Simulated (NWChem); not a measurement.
# C8H18 (hexamethylethane) at 4 levels

Aim: a comparison of 4 runs (SVWN5/MINI, SVWN5/SBKJC-VDZ, SVWN5/LANL2DZ, SVWN5/MIDI!) of C8H18 (hexamethylethane). 

Program for the calculation: NWChem 7.3.0.

### Step 1. The structure to begin with

C8H18: 26 atoms, total charge 0, spin state singlet. SMILES: `CC(C)(C)C(C)(C)C`. The coordinates come from a PBE0-D4/def2-TZVP relaxation. This is one conformer, not always the lowest.

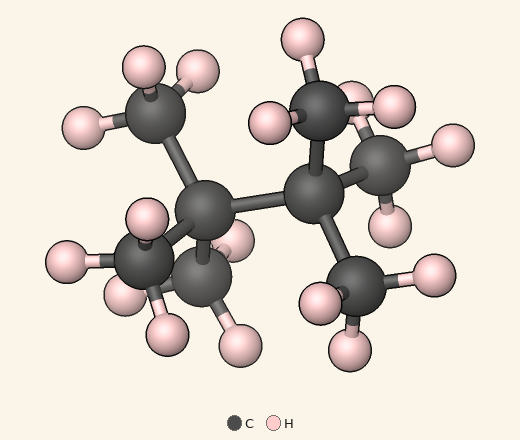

The structure, seen from a chosen angle (carbon dark grey, hydrogen pink).

### Step 2. Energy and one-electron properties at SVWN5/MINI (run 1)

mol.nw reads:

```
start mol
title "C8H18 SVWN5"
memory 2200 mb

geometry units angstroms noautosym nocenter noautoz
C    -0.946000   -0.452400   -1.651600
C    -0.232200   -0.679800   -0.317300
C     0.959000   -1.603900   -0.578800
C    -1.200400   -1.420100    0.607800
C     0.232100    0.679800    0.317300
C    -0.897500    1.711800    0.302300
C     1.414800    1.273700   -0.451000
C     0.670100    0.491000    1.771200
H    -1.904400    0.053400   -1.520200
H    -0.343900    0.137200   -2.346900
H    -1.147200   -1.414800   -2.129900
H     1.565900   -1.758900    0.316300
H     1.609100   -1.218300   -1.366500
H     0.599700   -2.584600   -0.902500
H    -0.707400   -1.772500    1.515900
H    -1.603300   -2.296800    0.093400
H    -2.048300   -0.797200    0.902300
H    -1.808800    1.333400    0.771300
H    -0.590400    2.601800    0.858200
H    -1.145500    2.030100   -0.712100
H     2.318400    0.671900   -0.336700
H     1.206000    1.372700   -1.518800
H     1.637400    2.273500   -0.068500
H     1.429500   -0.287400    1.876100
H    -0.169600    0.234900    2.420100
H     1.103000    1.421300    2.148800
end

basis "ao basis" spherical bse
* library MINI
end

dft
xc slater vwn_5
grid fine
convergence energy 1e-08
maxiter 100
mulliken
noprint "final vectors analysis"
end

property
dipole
quadrupole
mulliken
end

task dft property
```

Run with:

```bash
nwchem mol.nw > mol.out
```

The program printed:

```text
[...]
          Wavefunction type:  closed shell.
          No. of atoms     :    26
          No. of electrons :    66
[...]
          Charge           :     0
          Spin multiplicity:     1
[...]
          AO basis - number of functions:    58
[...]
              XC Information
              --------------
                        Slater Exchange Functional  1.000 local
                      VWN V Correlation Functional  1.000 local
[...]
 d= 0,ls=0.0,diis     1   -310.1524475387 -7.50D+02  2.31D-02  7.38D-01     4.3
[...]
 d= 0,ls=0.0,diis     8   -310.2160322082 -1.37D-10  3.46D-08  8.20D-13    19.9
         Total DFT energy =     -310.216032208216
      One electron energy =    -1285.784845812763
           Coulomb energy =      581.761416706942
    Exchange-Corr. energy =      -45.925693302570
 Nuclear repulsion energy =      439.733090200176
[...]
      Total Density - Mulliken Population Analysis
     ---------------------------------------------
    Atom       Charge   Shell Charges
 -----------   ------   -------------------------------------------------------
    1 C    6     6.71   1.99  1.31  3.42
    2 C    6     6.03   1.99  1.12  2.93
    3 C    6     6.71   1.99  1.31  3.42
    4 C    6     6.71   1.99  1.31  3.42
    5 C    6     6.03   1.99  1.12  2.93
    6 C    6     6.71   1.99  1.31  3.42
    7 C    6     6.71   1.99  1.31  3.42
    8 C    6     6.71   1.99  1.31  3.42
    9 H    1     0.76   0.76
   10 H    1     0.76   0.76
[...]
   Dipole moment        0.0005544538 Debye(s)
             DMX        0.0001238860 DMXEFC        0.0000000000
             DMY       -0.0003660888 DMYEFC        0.0000000000
             DMZ        0.0003975553 DMZEFC        0.0000000000
   -EFC- dipole         0.0000000000 DEBYE(S)
   Total dipole         0.0005544538 DEBYE(S)
[...]
```

It took 21 s on 1 thread of Intel Xeon Platinum 8488C (Sapphire Rapids), shared host; peak memory 0.13 GiB.

### Step 3. Energy and one-electron properties at SVWN5/SBKJC-VDZ (core potential) (run 2)

struct.nw reads:

```
start struct
title "C8H18"
memory total 2200 mb

geometry units angstroms noautosym nocenter noautoz
C    -0.946000   -0.452400   -1.651600
C    -0.232200   -0.679800   -0.317300
C     0.959000   -1.603900   -0.578800
C    -1.200400   -1.420100    0.607800
C     0.232100    0.679800    0.317300
C    -0.897500    1.711800    0.302300
C     1.414800    1.273700   -0.451000
C     0.670100    0.491000    1.771200
H    -1.904400    0.053400   -1.520200
H    -0.343900    0.137200   -2.346900
H    -1.147200   -1.414800   -2.129900
H     1.565900   -1.758900    0.316300
H     1.609100   -1.218300   -1.366500
H     0.599700   -2.584600   -0.902500
H    -0.707400   -1.772500    1.515900
H    -1.603300   -2.296800    0.093400
H    -2.048300   -0.797200    0.902300
H    -1.808800    1.333400    0.771300
H    -0.590400    2.601800    0.858200
H    -1.145500    2.030100   -0.712100
H     2.318400    0.671900   -0.336700
H     1.206000    1.372700   -1.518800
H     1.637400    2.273500   -0.068500
H     1.429500   -0.287400    1.876100
H    -0.169600    0.234900    2.420100
H     1.103000    1.421300    2.148800
end

basis spherical bse
C library SBKJC-VDZ
H library SBKJC-VDZ
end

ecp bse
C library SBKJC-VDZ
end

dft
xc slater vwn_5
grid fine
convergence energy 1e-08
iterations 100
mulliken
noprint "final vectors analysis"
end

property
dipole
quadrupole
mulliken
end

task dft property
```

Run with:

```bash
nwchem struct.nw > struct.out
```

The program printed:

```text
[...]
          Wavefunction type:  closed shell.
          No. of atoms     :    26
          No. of electrons :    50
[...]
          Charge           :     0
          Spin multiplicity:     1
[...]
          AO basis - number of functions:   100
[...]
              XC Information
              --------------
                        Slater Exchange Functional  1.000 local
                      VWN V Correlation Functional  1.000 local
[...]
 d= 0,ls=0.0,diis     1    -55.5061630541 -3.06D+02  1.81D-02  2.12D-01     5.5
[...]
 d= 0,ls=0.0,diis     8    -55.5451779251 -4.75D-10  1.55D-06  2.76D-09    28.3
         Total DFT energy =      -55.545177925149
      One electron energy =     -577.137088718036
           Coulomb energy =      291.191930913951
    Exchange-Corr. energy =      -20.077680626136
 Nuclear repulsion energy =      250.477660505072
[...]
      Total Density - Mulliken Population Analysis
     ---------------------------------------------
    Atom       Charge   Shell Charges
 -----------   ------   -------------------------------------------------------
    1 C    4     4.61   1.14  2.71  0.01  0.75
    2 C    4     3.82   1.11  2.54 -0.42  0.58
    3 C    4     4.61   1.14  2.71  0.01  0.75
    4 C    4     4.61   1.14  2.71  0.01  0.75
    5 C    4     3.82   1.11  2.54 -0.42  0.58
    6 C    4     4.61   1.14  2.71  0.01  0.75
    7 C    4     4.61   1.14  2.71  0.01  0.75
    8 C    4     4.61   1.14  2.71  0.01  0.75
    9 H    1     0.81   0.44  0.37
   10 H    1     0.83   0.44  0.39
[...]
   Dipole moment        0.0003070034 Debye(s)
             DMX        0.0000780926 DMXEFC        0.0000000000
             DMY       -0.0000215290 DMYEFC        0.0000000000
             DMZ        0.0002961235 DMZEFC        0.0000000000
   -EFC- dipole         0.0000000000 DEBYE(S)
   Total dipole         0.0003070034 DEBYE(S)
[...]
```

Run time: 29 s. Hardware: 1 thread of Intel Xeon Platinum 8488C (Sapphire Rapids), shared host; peak memory 0.14 GiB.

Run 3 isn't shown in full; the table further down has it.

### Step 4. Energy and one-electron properties at SVWN5/MIDI! (run 4)

struct.nw reads:

```
start struct
title "C8H18 SVWN5"
memory 2200 mb
charge 0

geometry units angstrom noautosym nocenter noautoz
  C     -0.946000    -0.452400    -1.651600
  C     -0.232200    -0.679800    -0.317300
  C      0.959000    -1.603900    -0.578800
  C     -1.200400    -1.420100     0.607800
  C      0.232100     0.679800     0.317300
  C     -0.897500     1.711800     0.302300
  C      1.414800     1.273700    -0.451000
  C      0.670100     0.491000     1.771200
  H     -1.904400     0.053400    -1.520200
  H     -0.343900     0.137200    -2.346900
  H     -1.147200    -1.414800    -2.129900
  H      1.565900    -1.758900     0.316300
  H      1.609100    -1.218300    -1.366500
  H      0.599700    -2.584600    -0.902500
  H     -0.707400    -1.772500     1.515900
  H     -1.603300    -2.296800     0.093400
  H     -2.048300    -0.797200     0.902300
  H     -1.808800     1.333400     0.771300
  H     -0.590400     2.601800     0.858200
  H     -1.145500     2.030100    -0.712100
  H      2.318400     0.671900    -0.336700
  H      1.206000     1.372700    -1.518800
  H      1.637400     2.273500    -0.068500
  H      1.429500    -0.287400     1.876100
  H     -0.169600     0.234900     2.420100
  H      1.103000     1.421300     2.148800
end

basis spherical bse
  * library "MIDI!"
end

dft
  xc slater vwn_5
  mult 1
  grid fine
  convergence energy 1e-08
  iterations 100
  mulliken
  noprint "final vectors analysis"
end

property
  dipole
  quadrupole
  mulliken
end

task dft property
```

Run with:

```bash
nwchem struct.nw > struct.out
```

The program printed:

```text
[...]
          Wavefunction type:  closed shell.
          No. of atoms     :    26
          No. of electrons :    66
[...]
          Charge           :     0
          Spin multiplicity:     1
[...]
          AO basis - number of functions:   108
[...]
              XC Information
              --------------
                        Slater Exchange Functional  1.000 local
                      VWN V Correlation Functional  1.000 local
[...]
 d= 0,ls=0.0,diis     1   -310.8150670657 -7.51D+02  7.09D-03  1.02D+00     5.1
[...]
 d= 0,ls=0.0,diis     8   -310.8900270953 -3.74D-09  2.53D-06  3.60D-08    26.9
         Total DFT energy =     -310.890027095339
      One electron energy =    -1292.821914087608
           Coulomb energy =      589.060929274603
    Exchange-Corr. energy =      -46.862132482510
 Nuclear repulsion energy =      439.733090200176
[...]
      Total Density - Mulliken Population Analysis
     ---------------------------------------------
    Atom       Charge   Shell Charges
 -----------   ------   -------------------------------------------------------
    1 C    6     6.48   1.99  0.81  0.50  1.54  1.64
    2 C    6     6.21   1.99  0.78  0.46  1.49  1.49
    3 C    6     6.48   1.99  0.81  0.50  1.54  1.64
    4 C    6     6.48   1.99  0.81  0.50  1.54  1.64
    5 C    6     6.21   1.99  0.78  0.46  1.49  1.49
    6 C    6     6.48   1.99  0.81  0.50  1.54  1.64
    7 C    6     6.48   1.99  0.81  0.50  1.54  1.64
    8 C    6     6.48   1.99  0.81  0.50  1.54  1.64
    9 H    1     0.82   0.54  0.27
   10 H    1     0.82   0.54  0.27
[...]
   Dipole moment        0.0002495279 Debye(s)
             DMX        0.0000535698 DMXEFC        0.0000000000
             DMY       -0.0000245683 DMYEFC        0.0000000000
             DMZ        0.0002424683 DMZEFC        0.0000000000
   -EFC- dipole         0.0000000000 DEBYE(S)
   Total dipole         0.0002495279 DEBYE(S)
[...]
```

Run time: 28 s. Hardware: 1 thread of Intel Xeon Platinum 8488C (Sapphire Rapids), shared host; peak memory 0.13 GiB.

### Step 5. Overview of the runs

| run | level | core potential | energy (Eh) | dipole moment (D) | wall time |
| --- | --- | --- | --- | --- | --- |
| 1 | SVWN5/MINI | – | -310.216032 | 0.00 | 21 s |
| 2 | SVWN5/SBKJC-VDZ (core potential) | SBKJC-VDZ | -55.545178 | 0.00 | 29 s |
| 3 | SVWN5/LANL2DZ | – | -312.638093 | 0.00 | 41 s |
| 4 | SVWN5/MIDI! | – | -310.890027 | 0.00 | 28 s |

### Step 6. Summary of results

```
            quantity          value
 run 4: total energy  -310.89003 Eh
run 4: dipole moment         0.00 D
```

What this shows: Some runs of one species differ in core potentials or relativity; totals across that change don't compare. In run 1 the basis is minimal, so the values are rough. All runs together took 2 min, the longest 41 s.
